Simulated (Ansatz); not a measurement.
ZnHClO: geometry relaxation

The run: geometry relaxation of ZnHClO. Method and program: RKS PBE0-D4/def2-SVP (Ansatz 0.2.0).

It belongs to a series of runs on one base structure; here: start relaxed. Figures and captions count atoms from 1; the log counts them from 0 in places.

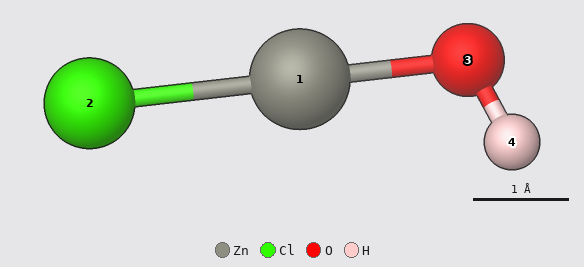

*The input geometry (ball-and-stick view, seen at a tilt; atoms are numbered from 1 in the order of the input). Sticks mark near contacts.*

Bond lengths as drawn: Cl–Zn 2.24 Å, H–O 1.01 Å and O–Zn 1.79 Å.

Key numbers:

- outcome: converged
- total energy: −62981.9566 eV
- mean-field energy: −62981.9078 eV
- largest force (length of the vector) at the end: 0.007 eV/Å
- hardware: 1 thread of Arm Neoverse V2, 24 GiB of memory available, shared host
- wall time: 15 s
- peak memory: 0.14 GiB

Input file:
```yaml
crystal:
  periodic: [false, false, false]
  atoms:
    - { symbol: Zn, position_ang: [0.0, 0.0, 0.0] }
    - { symbol: Cl, position_ang: [0.0, 0.0, 2.24] }
    - { symbol: O, position_ang: [0.0, 0.0, -1.79] }
    - { symbol: H, position_ang: [0.2547, -0.9174, -2.1271] }
basis:
  gaussian: { orbitals: def2-SVP }
hamiltonian:
  xc: pbe0
  dispersion: d4
relax:
  f_tol: 0.02
  max_steps: 40
output:
  orbitals: {}
```

Launch command:
```bash
ansatz run input.yaml --threads 1 --pin off --max-ram 2048MiB --backend cpu --events-out ev --progress --plain --runs-dir out
```

Output:
```
The last accepted step is kept in [file] (removed where the run ends without a failure and the disk answers)
Engine: ansatz 0.2.0, aarch64-unknown-linux-gnu
Functional definition: PBE0
  parameter a = 0.25
  parameter kappa = 0.804
  parameter beta = 0.06672455060314922
  exchange = (1 - a)*pbe_x(kappa = kappa, mu = beta*pi^2/3) + a*exact_x
  correlation = pbe_c(beta = beta)
676 factors; integrals over basis functions are off by at most 2.8e-4 eV
mean field evaluation 1: about -62975.3816 eV, gradient 5.9e1 eV
mean field evaluation 2: about -62943.2945 eV, gradient 1.4e2 eV
mean field evaluation 4: about -62981.4868 eV, gradient 9.7e0 eV
mean field evaluation 8: about -62981.7164 eV, gradient 4.3e-1 eV
mean field evaluation 16: about -62981.7169 eV, gradient 1.5e-5 eV
mean field -62981.71685347 eV, -2314.5354038240 hartree, gradient 1.5e-5 eV, S^2 0.000000; 0 other end points of the search recorded, 0 dependent functions left out
the calculation of the forces begins
reference -62981.71688265 eV, -2314.5354048963 hartree; 28, 28 occupied and 40, 40 virtual orbitals, 676 factors
relax step   1: F+E_penalty+E_count = -62981.76422439 eV  Δ(F+E_penalty+E_count) = +0.000e0 eV  max|allowed force component| = 1.880e0 eV/Å  Δτ_max = 0.0000 Å  (29 SCF iters, accepted)
these checks for a lower state are left out or cut short: starts, cluster_reference, orbital_swaps, neighbouring_geometries, increment
676 factors; integrals over basis functions are off by at most 4.2e-4 eV
mean field -62981.88691623 eV, -2314.5416535153 hartree, gradient 2.6e-5 eV, S^2 0.000000; 0 other end points of the search recorded, 0 dependent functions left out
the calculation of the forces begins
reference -62981.88694685 eV, -2314.5416546405 hartree; 28, 28 occupied and 40, 40 virtual orbitals, 676 factors
relax step   2: F+E_penalty+E_count = -62981.93525273 eV  Δ(F+E_penalty+E_count) = -1.710e-1 eV  max|allowed force component| = 6.101e-1 eV/Å  Δτ_max = 0.0811 Å  (31 SCF iters, accepted)
these checks for a lower state are left out or cut short: starts, cluster_reference, orbital_swaps, neighbouring_geometries, increment
676 factors; integrals over basis functions are off by at most 4.9e-4 eV
mean field evaluation 32: about -62981.9034 eV, gradient 2.5e-5 eV
mean field -62981.90338806 eV, -2314.5422588438 hartree, gradient 2.6e-5 eV, S^2 0.000000; 0 other end points of the search recorded, 0 dependent functions left out
the calculation of the forces begins
reference -62981.90341940 eV, -2314.5422599956 hartree; 28, 28 occupied and 40, 40 virtual orbitals, 676 factors
relax step   3: F+E_penalty+E_count = -62981.95219532 eV  Δ(F+E_penalty+E_count) = -1.694e-2 eV  max|allowed force component| = 2.432e-1 eV/Å  Δτ_max = 0.0346 Å  (32 SCF iters, accepted)
these checks for a lower state are left out or cut short: starts, cluster_reference, orbital_swaps, neighbouring_geometries, increment
676 factors; integrals over basis functions are off by at most 4.8e-4 eV
mean field -62981.90480748 eV, -2314.5423110067 hartree, gradient 2.6e-5 eV, S^2 0.000000; 0 other end points of the search recorded, 0 dependent functions left out
the calculation of the forces begins
reference -62981.90483884 eV, -2314.5423121590 hartree; 28, 28 occupied and 40, 40 virtual orbitals, 676 factors
relax step   4: F+E_penalty+E_count = -62981.95370759 eV  Δ(F+E_penalty+E_count) = -1.512e-3 eV  max|allowed force component| = 1.195e-1 eV/Å  Δτ_max = 0.0115 Å  (33 SCF iters, accepted)
these checks for a lower state are left out or cut short: starts, cluster_reference, orbital_swaps, neighbouring_geometries, increment
676 factors; integrals over basis functions are off by at most 4.8e-4 eV
mean field -62981.90692231 eV, -2314.5423887250 hartree, gradient 2.5e-5 eV, S^2 0.000000; 0 other end points of the search recorded, 0 dependent functions left out
the calculation of the forces begins
reference -62981.90695351 eV, -2314.5423898717 hartree; 28, 28 occupied and 40, 40 virtual orbitals, 676 factors
relax step   5: F+E_penalty+E_count = -62981.95574124 eV  Δ(F+E_penalty+E_count) = -2.034e-3 eV  max|allowed force component| = 1.815e-1 eV/Å  Δτ_max = 0.0382 Å  (32 SCF iters, accepted)
these checks for a lower state are left out or cut short: starts, cluster_reference, orbital_swaps, neighbouring_geometries, increment
676 factors; integrals over basis functions are off by at most 4.7e-4 eV
mean field -62981.90780363 eV, -2314.5424211130 hartree, gradient 2.2e-5 eV, S^2 0.000000; 0 other end points of the search recorded, 0 dependent functions left out
the calculation of the forces begins
reference -62981.90783473 eV, -2314.5424222558 hartree; 28, 28 occupied and 40, 40 virtual orbitals, 676 factors
relax step   6: F+E_penalty+E_count = -62981.95655881 eV  Δ(F+E_penalty+E_count) = -8.176e-4 eV  max|allowed force component| = 6.627e-3 eV/Å  Δτ_max = 0.0073 Å  (25 SCF iters, accepted)
676 factors; integrals over basis functions are off by at most 4.7e-4 eV
mean field evaluation 64: about -62981.8305 eV, gradient 1.6e0 eV
```

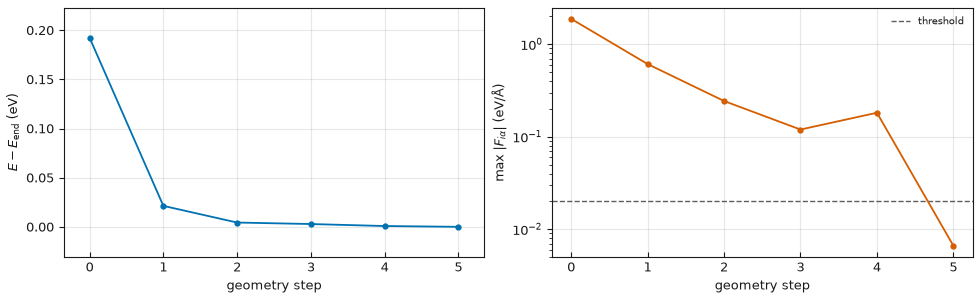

*Progress of the relaxation, step by step (the first geometry is step 0 here and step 1 in the log).*

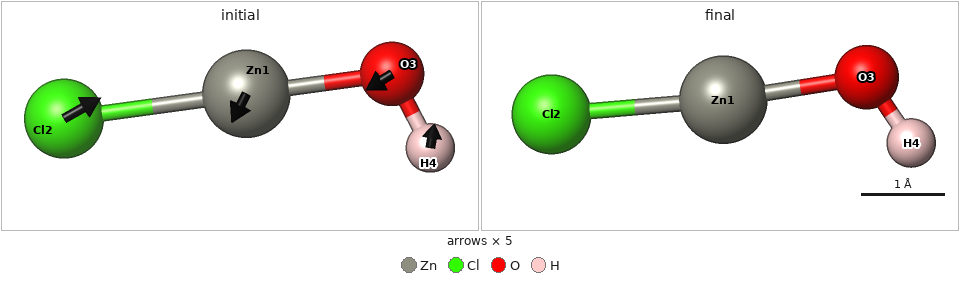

*Before (left) and after (right) the relaxation, at one scale (ball-and-stick view, seen on its broad side). The black arrows give the displacements, magnified 5 times.*

The energy falls by 0.192 eV in 5 geometry steps. Largest force component: 1.9 eV/Å at the start, 0.0066 eV/Å at the end. The largest move after the best rigid fit is that of Cl2, 0.11 Å. By element the largest moves are Cl 0.11 Å, Zn 0.08 Å, O 0.08 Å, H 0.06 Å. Among the contacts that change: Zn1–Cl2 2.240 → 2.099 Å, O3–H4 1.010 → 0.962 Å, Zn1–O3 1.790 → 1.767 Å. Among the angles that change: Zn1–O3–H4 109.5° → 115.1°, Cl2–Zn1–O3 180.0° → 176.0°. (Atoms are counted from 1 in the order of the input.)

```
mean field -62981.90780363 eV, -2314.5424211130 hartree, gradient 2.2e-5 eV, S^2 0.000000; 1 other end points of the search recorded, 0 dependent functions left out
the calculation of the forces begins
reference -62981.90783473 eV, -2314.5424222558 hartree; 28, 28 occupied and 40, 40 virtual orbitals, 676 factors
Total energy: -62981.95658990 eV, -2314.5442139754 hartree
Atom 0 at     0.017799    -0.064109     0.046220 Å, force     0.000474    -0.001709     0.005412 eV/Å
Atom 1 at    -0.010291     0.037067     2.142396 Å, force    -0.000041     0.000149    -0.002495 eV/Å
Atom 2 at     0.008154    -0.029371    -1.720075 Å, force    -0.001840     0.006627    -0.002834 eV/Å
Atom 3 at     0.239038    -0.860987    -2.145641 Å, force     0.001407    -0.005068    -0.000082 eV/Å
Dipole moment:     0.084795    -0.305422    -0.237312 e Å
```

Trajectory as extended XYZ (Å, eV, eV/Å), 6 frames, from step=1 to step=6:
```
4
Properties=species:S:1:pos:R:3:forces:R:3 step=1 energy=-62981.76422
Zn    0.0000    0.0000    0.0000    0.0078  -0.0283   1.3208
Cl    0.0000    0.0000    2.2400   -0.0082   0.0295  -1.6742
O     0.0000    0.0000   -1.7900    0.5219  -1.8797  -0.2625
H     0.2547   -0.9174   -2.1271   -0.5215   1.8785   0.6159
4
Properties=species:S:1:pos:R:3:forces:R:3 step=2 energy=-62981.93525
Zn    0.0066   -0.0237    0.0242   -0.0057   0.0207   0.3182
Cl   -0.0019    0.0069    2.1592   -0.0035   0.0127  -0.5375
O     0.0028   -0.0103   -1.7582    0.1694  -0.6101   0.1076
H     0.2472   -0.8903   -2.1023   -0.1601   0.5766   0.1116
4
Properties=species:S:1:pos:R:3:forces:R:3 step=3 energy=-62981.95219
Zn    0.0105   -0.0380    0.0367   -0.0047   0.0169  -0.2432
Cl   -0.0039    0.0139    2.1254   -0.0050   0.0179   0.1546
O     0.0048   -0.0172   -1.7380    0.0052  -0.0186   0.1994
H     0.2432   -0.8761   -2.1012    0.0045  -0.0162  -0.1108
4
Properties=species:S:1:pos:R:3:forces:R:3 step=4 energy=-62981.95371
Zn    0.0109   -0.0394    0.0345    0.0006  -0.0023   0.0578
Cl   -0.0046    0.0166    2.1251   -0.0055   0.0199   0.1195
O     0.0062   -0.0222   -1.7277   -0.0128   0.0463  -0.0676
H     0.2422   -0.8723   -2.1090    0.0177  -0.0639  -0.1097
4
Properties=species:S:1:pos:R:3:forces:R:3 step=5 energy=-62981.95574
Zn    0.0197   -0.0709    0.0480   -0.0034   0.0124  -0.1033
Cl   -0.0111    0.0401    2.1370    0.0002  -0.0006   0.1049
O     0.0082   -0.0295   -1.7184   -0.0471   0.1698   0.1013
H     0.2380   -0.8571   -2.1437    0.0504  -0.1815  -0.1028
4
Properties=species:S:1:pos:R:3:forces:R:3 step=6 energy=-62981.95656
Zn    0.0178   -0.0641    0.0462    0.0005  -0.0017   0.0054
Cl   -0.0103    0.0371    2.1424    0.0000   0.0001  -0.0025
O     0.0082   -0.0294   -1.7201   -0.0018   0.0066  -0.0028
H     0.2390   -0.8610   -2.1456    0.0014  -0.0051  -0.0001
```

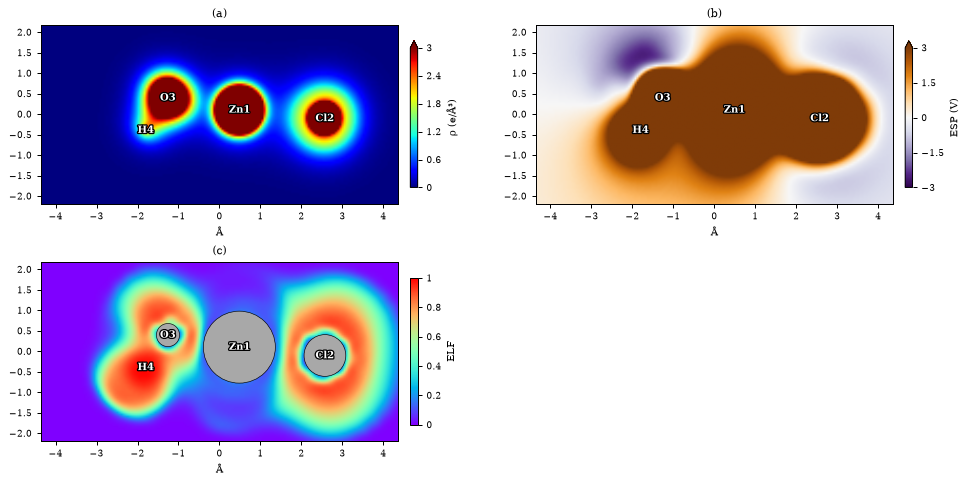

*(a) total electron density; (b) molecular electrostatic potential; (c) ELF on the molecular plane. Grey discs, where drawn, cover atomic cores.*

The section cuts through Zn, Cl, O and H sites. Zn–O (1.77 Å): ρ is about 0.87 e/Å³ halfway; the ELF peaks at about 0.85 in the valence shell of O, 0.6 Å from its nucleus, and is about 0.20 at the midpoint. O–H (0.96 Å): ρ is about 3.6 e/Å³ halfway, with its minimum of 2.4 e/Å³ about 0.8 Å from O; the ELF climbs to about 1 towards the hydrogen, as it does in any bond to H; a covalent bond by its length.

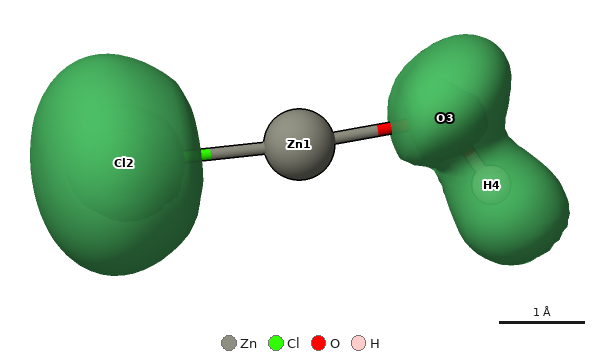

*Isosurface of the electron localisation function at 0.75 (green), seen face on. Only the valence region is drawn (cores and ρ < 0.01 e/Å³ removed).*

Values along the shortest contacts: Zn–O (1.77 Å): the ELF peaks at about 0.85 in the valence shell of O, 0.6 Å from its nucleus, and is about 0.20 at the midpoint. Zn–Cl (2.10 Å): the ELF peaks at about 0.80 in the valence shell of Cl, 0.8 Å from its nucleus, and is about 0.40 at the midpoint.
